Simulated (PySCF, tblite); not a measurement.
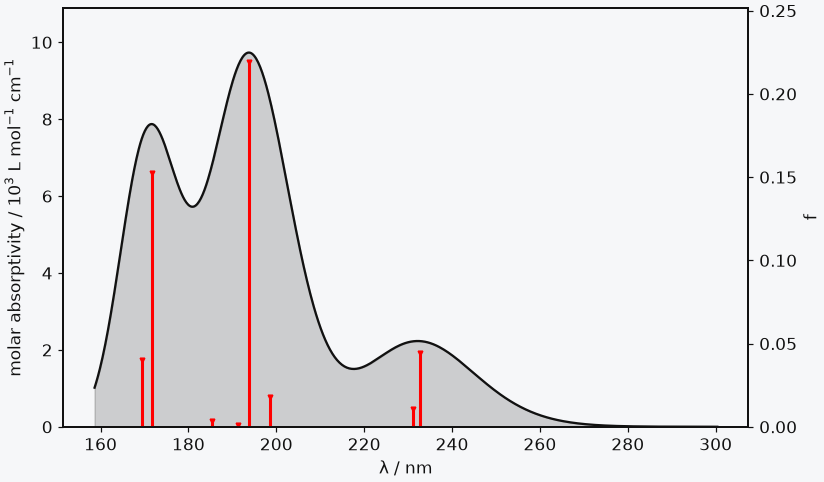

Vertical TDDFT excitations, ωB97X-D/def2-SVPD in PySCF 2.14.0, at a GFN2-xTB geometry (a minimum by its frequencies), gas phase. Only the first 8 singlet excitations are included; each is broadened by a Gaussian of 1/e half-width 0.40 eV. Sticks give oscillator strengths (right axis).

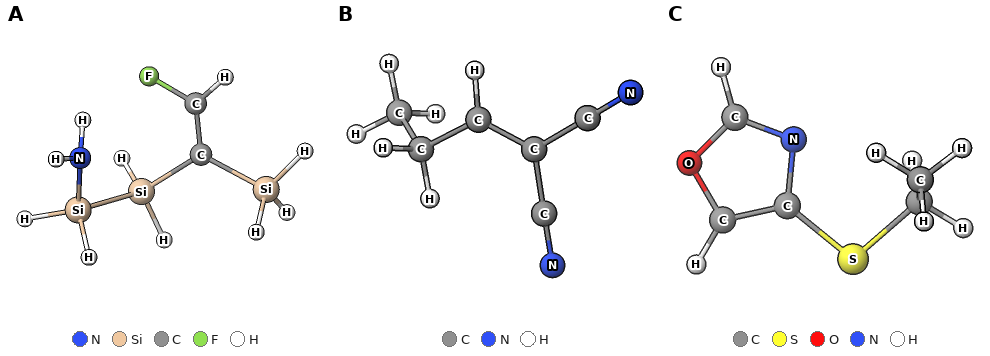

### Whose absorption spectrum is this? The candidates are drawn in the second picture.

Structure C, C₅H₇NOS, SMILES CCSc1cocn1. Its lowest singlet lies at 5.33 eV (f = 0.044) and the brightest of those computed is S4 at 6.40 eV (194 nm), f = 0.219, mainly HOMO → LUMO+4 (84 %).

Note: the tight-binding geometry is rougher than a DFT one and adds to the error; one conformer of a flexible molecule; core orbitals are frozen in the response.
